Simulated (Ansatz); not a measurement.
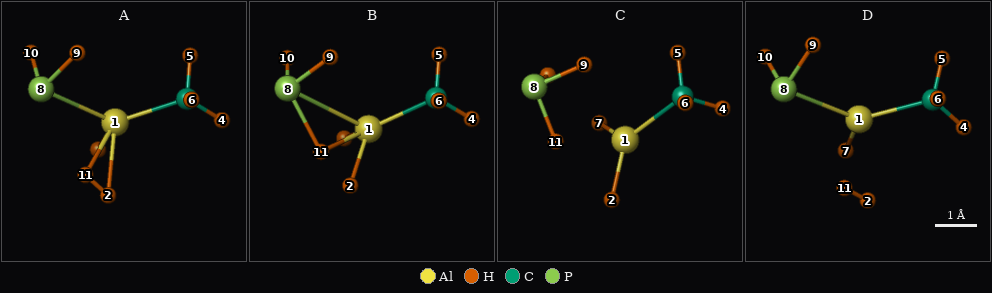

4 geometries from a converged minimum-energy path of CH$_{8}$AlP, shuffled. Style: ball-and-stick. Shown from a free direction.

Computed with Ansatz 0.2.0, RKS LDA/6-31G*. Run with 7 movable images; climbing image; force threshold 0.05 eV/Å; iteration limit 60; starting path through a guess of the saddle point.

> Which frame is the top of the path?

B. In order along the path, whose images run from 0 to 8: C (image 0, 0.0 kJ/mol), B (image 3, +50.9 kJ/mol), A (image 5, −10.5 kJ/mol), D (image 7, −23.6 kJ/mol). Breaking: Al–H (1.61 → 2.20 Å), H–P (1.45 → 2.90 Å). Forming: Al–P (3.02 → 2.34 Å), H–H (2.20 → 0.78 Å).
